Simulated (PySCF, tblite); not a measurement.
# C₅H₉ClSi: a rotation path, then NMR shifts on frames, part 2 of 2

tblite 0.8.0 and PySCF 2.14.0. Atoms count from 0.

## 5. Shielding tensors: image 4, PBE0/pcSseg-1

The job: settings as JSON, then the geometry in Å.

```
{"job": {"kind": "nmr", "xc": "PBE0", "basis": "pcSseg-1", "pop": false}, "charge": 0, "multiplicity": 1}
Cl     3.680900     0.395800    -0.268900
C      2.155500     0.223100     0.635600
Si     0.690600     0.046300    -0.598300
C     -0.431800    -1.450200    -0.214300
C     -1.749600    -0.831500     0.150400
C     -1.864300     0.484600     0.141700
C     -0.679600     1.322900    -0.236400
H      2.284900    -0.644600     1.277900
H      2.068000     1.107300     1.264200
H      1.198700     0.084900    -1.970800
H     -0.071500    -2.076000     0.604300
H     -0.565600    -2.114600    -1.068500
H     -2.571400    -1.485100     0.407100
H     -2.784200     0.989600     0.395200
H     -0.436500     2.017900     0.569500
H     -0.931800     1.938500    -1.100100
```

Method: GIAO PBE0/pcSseg-1 NMR shielding, non-relativistic, gas phase.

What it wrote:

```text
coarse grid: 14264 points
cycle   1  E = -944.9718130495  dE =  7.372e-01  |g| = 4.338e-01  |ddm| = 3.627e+00
cycle   2  E = -944.9617007647  dE =  1.011e-02  |g| = 4.830e-01  |ddm| = 8.469e-01
cycle   3  E = -945.0227811296  dE = -6.108e-02  |g| = 5.127e-02  |ddm| = 4.808e-01
cycle   4  E = -945.0233916262  dE = -6.105e-04  |g| = 1.914e-02  |ddm| = 7.249e-02
cycle   5  E = -945.0234713098  dE = -7.968e-05  |g| = 5.514e-03  |ddm| = 1.931e-02
cycle   6  E = -945.0234784459  dE = -7.136e-06  |g| = 1.993e-03  |ddm| = 6.989e-03
final grid: 128064 points
cycle   7  E = -945.0639572844  dE = -3.142e-05  |g| = 9.152e-03  |ddm| = 2.816e-02
cycle   8  E = -945.0639448181  dE =  1.247e-05  |g| = 1.142e-02  |ddm| = 1.755e-02
cycle   9  E = -945.0639788216  dE = -3.400e-05  |g| = 8.721e-04  |ddm| = 1.023e-02
cycle  10  E = -945.0639789581  dE = -1.365e-07  |g| = 3.213e-04  |ddm| = 1.094e-03
cycle  11  E = -945.0639789833  dE = -2.515e-08  |g| = 8.380e-05  |ddm| = 3.285e-04
cycle  12  E = -945.0639789848  dE = -1.561e-09  |g| = 3.221e-05  |ddm| = 1.010e-04
cycle  13  E = -945.0639789851  dE = -2.556e-10  |g| = 7.682e-06  |ddm| = 3.279e-05
converged SCF energy = -945.0639789851

GIAO shielding tensors (ppm)
atom      isotropic    diamagn.    paramagn.     s11        s22        s33       span
  0 Cl     904.394    1144.046    -239.652    775.589    857.814   1079.778    304.189
  1 C      154.987     251.492     -96.504    135.941    144.556    184.465     48.524
  2 Si     337.711     879.226    -541.515    320.617    326.937    365.579     44.962
  3 C      165.456     253.710     -88.254    151.410    158.696    186.263     34.853
  4 C       49.105     255.285    -206.180    -59.256     66.523    140.048    199.304
  5 C       48.767     255.232    -206.465    -59.473     65.313    140.462    199.934
  6 C      165.180     253.739     -88.559    150.681    158.773    186.086     35.405
  7 H       28.705      30.021      -1.317     22.735     28.730     34.648     11.913
  8 H       28.738      30.085      -1.348     22.843     28.744     34.625     11.782
  9 H       27.004      28.397      -1.393     23.500     26.248     31.264      7.765
 10 H       30.161      31.369      -1.208     25.606     28.575     36.300     10.694
 11 H       29.768      30.108      -0.340     25.227     27.594     36.483     11.256
 12 H       25.666      30.479      -4.813     23.192     26.386     27.420      4.228
 13 H       25.684      30.532      -4.848     23.193     26.462     27.397      4.205
 14 H       30.192      31.477      -1.285     25.628     28.680     36.269     10.641
 15 H       29.748      30.164      -0.416     25.237     27.592     36.416     11.179
```

Wall time 19 s (1 thread of Arm Neoverse V2, shared host); peak memory 0.83 GiB.

In short: δ C5 138.2, C4 137.8, C1 31.9, C6 21.7, H12 6.05, H13 6.03 ppm.

## 6. NMR shieldings: image 6, PBE0/pcSseg-1

The job: settings as JSON, then the geometry in Å.

```
{"job": {"kind": "nmr", "xc": "PBE0", "basis": "pcSseg-1", "pop": false}, "charge": 0, "multiplicity": 1}
Cl     3.471800     1.068300    -0.153600
C      2.160900     0.148800     0.629100
Si     0.699700    -0.024400    -0.604100
C     -0.474500    -1.463900    -0.159900
C     -1.768900    -0.785700     0.180800
C     -1.838700     0.531900     0.116100
C     -0.627000     1.311500    -0.300600
H      2.595700    -0.802300     0.924800
H      1.889800     0.700900     1.527100
H      1.219500    -0.059900    -1.973000
H     -0.136100    -2.069400     0.682800
H     -0.633100    -2.154800    -0.988500
H     -2.610500    -1.398500     0.470100
H     -2.739200     1.078700     0.351700
H     -0.358100     2.030100     0.475600
H     -0.859000     1.897800    -1.189900
```

Method: GIAO PBE0/pcSseg-1 NMR shielding, non-relativistic, gas phase.

What it wrote:

```text
coarse grid: 14264 points
cycle   1  E = -944.9736483464  dE =  7.376e-01  |g| = 4.326e-01  |ddm| = 3.626e+00
cycle   2  E = -944.9636070377  dE =  1.004e-02  |g| = 4.814e-01  |ddm| = 8.453e-01
cycle   3  E = -945.0243168739  dE = -6.071e-02  |g| = 5.124e-02  |ddm| = 4.817e-01
cycle   4  E = -945.0249246817  dE = -6.078e-04  |g| = 1.916e-02  |ddm| = 7.255e-02
cycle   5  E = -945.0250035370  dE = -7.886e-05  |g| = 5.927e-03  |ddm| = 1.974e-02
cycle   6  E = -945.0250115854  dE = -8.048e-06  |g| = 2.251e-03  |ddm| = 7.339e-03
final grid: 128064 points
cycle   7  E = -945.0657502286  dE = -3.067e-05  |g| = 9.271e-03  |ddm| = 2.765e-02
cycle   8  E = -945.0657353905  dE =  1.484e-05  |g| = 1.191e-02  |ddm| = 1.798e-02
cycle   9  E = -945.0657720855  dE = -3.670e-05  |g| = 1.302e-03  |ddm| = 1.067e-02
cycle  10  E = -945.0657724353  dE = -3.498e-07  |g| = 4.734e-04  |ddm| = 1.463e-03
cycle  11  E = -945.0657724914  dE = -5.612e-08  |g| = 8.425e-05  |ddm| = 4.505e-04
cycle  12  E = -945.0657724930  dE = -1.572e-09  |g| = 3.075e-05  |ddm| = 1.123e-04
cycle  13  E = -945.0657724932  dE = -2.221e-10  |g| = 7.425e-06  |ddm| = 3.315e-05
converged SCF energy = -945.0657724932

GIAO shielding tensors (ppm)
atom      isotropic    diamagn.    paramagn.     s11        s22        s33       span
  0 Cl     920.163    1144.318    -224.155    804.251    861.247   1094.992    290.742
  1 C      155.017     251.240     -96.223    135.489    143.733    185.829     50.341
  2 Si     344.651     879.219    -534.568    324.354    339.095    370.504     46.151
  3 C      166.698     254.028     -87.330    154.226    158.088    187.780     33.554
  4 C       49.275     255.328    -206.053    -59.223     66.861    140.187    199.410
  5 C       48.455     255.228    -206.773    -60.648     65.104    140.909    201.557
  6 C      166.100     253.140     -87.040    152.675    159.782    185.843     33.168
  7 H       28.680      29.482      -0.802     22.165     28.707     35.167     13.002
  8 H       28.784      30.384      -1.600     23.487     28.490     34.376     10.889
  9 H       27.057      28.409      -1.352     23.547     25.991     31.634      8.086
 10 H       30.248      31.518      -1.270     25.745     28.620     36.380     10.636
 11 H       29.918      30.201      -0.282     25.295     27.637     36.823     11.528
 12 H       25.686      30.524      -4.838     23.222     26.353     27.482      4.259
 13 H       25.624      30.499      -4.875     23.193     26.399     27.281      4.088
 14 H       30.096      31.121      -1.025     25.366     28.782     36.140     10.775
 15 H       29.747      29.988      -0.241     25.136     27.648     36.457     11.321
```

It took 19 s on 1 thread of Arm Neoverse V2, shared host; peak memory 0.83 GiB.

In short: δ C5 138.5, C4 137.7, C1 31.9, C6 20.8, H13 6.09, H12 6.03 ppm.

## 7. Shielding tensors: image 8, PBE0/pcSseg-1

The job: settings as JSON, then the geometry in Å.

```
{"job": {"kind": "nmr", "xc": "PBE0", "basis": "pcSseg-1", "pop": false}, "charge": 0, "multiplicity": 1}
Cl     3.087900     1.556700     0.168800
C      2.174500     0.084600     0.598100
Si     0.703700    -0.082300    -0.614500
C     -0.503700    -1.467800    -0.100000
C     -1.776800    -0.736400     0.211700
C     -1.812300     0.578500     0.087700
C     -0.579000     1.304900    -0.364100
H      2.875100    -0.743500     0.533300
H      1.868200     0.200300     1.635300
H      1.227300    -0.202700    -1.978500
H     -0.180900    -2.041900     0.770000
H     -0.682700    -2.192600    -0.894300
H     -2.633000    -1.313400     0.530300
H     -2.700000     1.157200     0.298900
H     -0.283100     2.044500     0.382100
H     -0.792900     1.862900    -1.276300
```

With the program's defaults for keys left out, this is: GIAO PBE0/pcSseg-1 NMR shielding, non-relativistic, gas phase.

What it wrote:

```text
coarse grid: 14264 points
cycle   1  E = -944.9764485138  dE =  7.373e-01  |g| = 4.298e-01  |ddm| = 3.626e+00
cycle   2  E = -944.9665892606  dE =  9.859e-03  |g| = 4.776e-01  |ddm| = 8.414e-01
cycle   3  E = -945.0264558894  dE = -5.987e-02  |g| = 5.104e-02  |ddm| = 4.820e-01
cycle   4  E = -945.0270581559  dE = -6.023e-04  |g| = 1.881e-02  |ddm| = 7.208e-02
cycle   5  E = -945.0271334184  dE = -7.526e-05  |g| = 6.133e-03  |ddm| = 1.995e-02
cycle   6  E = -945.0271420189  dE = -8.601e-06  |g| = 2.285e-03  |ddm| = 7.437e-03
final grid: 128064 points
cycle   7  E = -945.0680032081  dE = -3.174e-05  |g| = 9.201e-03  |ddm| = 2.811e-02
cycle   8  E = -945.0679884223  dE =  1.479e-05  |g| = 1.185e-02  |ddm| = 1.790e-02
cycle   9  E = -945.0680247571  dE = -3.633e-05  |g| = 1.333e-03  |ddm| = 1.065e-02
cycle  10  E = -945.0680251273  dE = -3.703e-07  |g| = 4.825e-04  |ddm| = 1.507e-03
cycle  11  E = -945.0680251858  dE = -5.848e-08  |g| = 8.196e-05  |ddm| = 4.548e-04
cycle  12  E = -945.0680251873  dE = -1.442e-09  |g| = 3.189e-05  |ddm| = 1.119e-04
cycle  13  E = -945.0680251875  dE = -2.467e-10  |g| = 7.236e-06  |ddm| = 3.475e-05
converged SCF energy = -945.0680251875

GIAO shielding tensors (ppm)
atom      isotropic    diamagn.    paramagn.     s11        s22        s33       span
  0 Cl     935.227    1144.973    -209.746    836.920    861.507   1107.254    270.334
  1 C      154.961     251.649     -96.688    133.226    142.059    189.596     56.370
  2 Si     352.827     879.346    -526.519    314.021    367.910    376.549     62.528
  3 C      168.277     253.989     -85.711    157.618    159.141    188.072     30.454
  4 C       49.249     255.267    -206.018    -59.459     67.640    139.567    199.026
  5 C       48.174     255.224    -207.050    -61.704     64.064    142.163    203.867
  6 C      167.397     252.801     -85.405    153.955    159.300    188.935     34.980
  7 H       28.622      29.035      -0.414     22.293     28.262     35.310     13.017
  8 H       28.818      30.620      -1.802     23.266     28.321     34.866     11.600
  9 H       27.069      28.523      -1.455     23.662     25.330     32.214      8.553
 10 H       30.302      31.461      -1.159     25.877     28.548     36.480     10.603
 11 H       30.053      30.219      -0.166     25.367     27.607     37.186     11.819
 12 H       25.664      30.508      -4.844     23.171     26.306     27.514      4.342
 13 H       25.565      30.422      -4.857     23.211     26.340     27.144      3.933
 14 H       29.909      30.744      -0.835     24.864     29.089     35.774     10.910
 15 H       29.831      29.859      -0.028     25.127     27.772     36.594     11.468
```

Run time: 19 s. Hardware: 1 thread of Arm Neoverse V2, shared host; peak memory 0.82 GiB.

In short: δ C5 138.8, C4 137.7, C1 32.0, C6 19.5, H13 6.15, H12 6.05 ppm.

## 8. Run by run: NMR shifts

Shifts (ppm) of some atoms, chosen among heavy atoms and hydrogens apart, with basis size and wall time:

```
  frame     C4    C3    C6   H10   H14  Cl0   Si2  functions  time
image 0  138.7  19.4  18.7  1.80  1.41   14  -3.4        178  19 s
image 2  138.2  20.6  20.3  1.65  1.43   31   5.1        178  18 s
image 4  137.8  21.5  21.7  1.56  1.52   45  11.4        178  19 s
image 6  137.7  20.2  20.8  1.47  1.62   30   4.5        178  19 s
image 8  137.7  18.6  19.5  1.42  1.81   15  -3.7        178  19 s
```

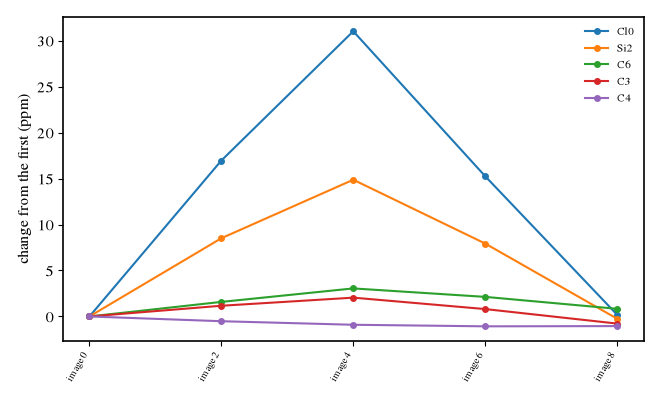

How five of the tabulated atoms move from run to run.

## 9. Outcome

The summary covers parts 1 to 2.

| quantity | value |
| --- | --- |
| barrier | 0.048 eV (1.1 kcal/mol) at image 4 |
| end to end (GFN2-xTB) | 0.000 eV |
| 13C shifts against TMS (PBE0/pcSseg-1, image 0) | 138.7, 137.7, 31.9, 19.4, 18.7 ppm |
| 1H shifts against TMS (PBE0/pcSseg-1, image 0) | 6.15, 6.06, 4.65, 3.09, 2.90, 1.88, 1.80, 1.67, 1.41 ppm |
| 35Cl shifts against HCl (PBE0/pcSseg-1, image 0) | 14 ppm |
| 29Si shifts against TMS (PBE0/pcSseg-1, image 0) | -3.4 ppm |
| range of the shift of Cl0 | 14 to 45 ppm |

**Reading.** Along the band the dihedral turns by 120°, and the top (dihedral 233°) lies 1.1 kcal/mol above the start (GFN2-xTB, rough), so at room temperature this motion is fast. The top was not checked by a frequency run. Shifts at one fixed geometry are not the observed spectrum, which averages over the motion. In the first frame run (image 0): Shielding is most anisotropic at Cl0 (span 272 ppm, paramagnetic term -209 ppm). Across the 5 runs the shift of Cl0 moves most, between 14 (image 0) and 45 ppm (image 4).
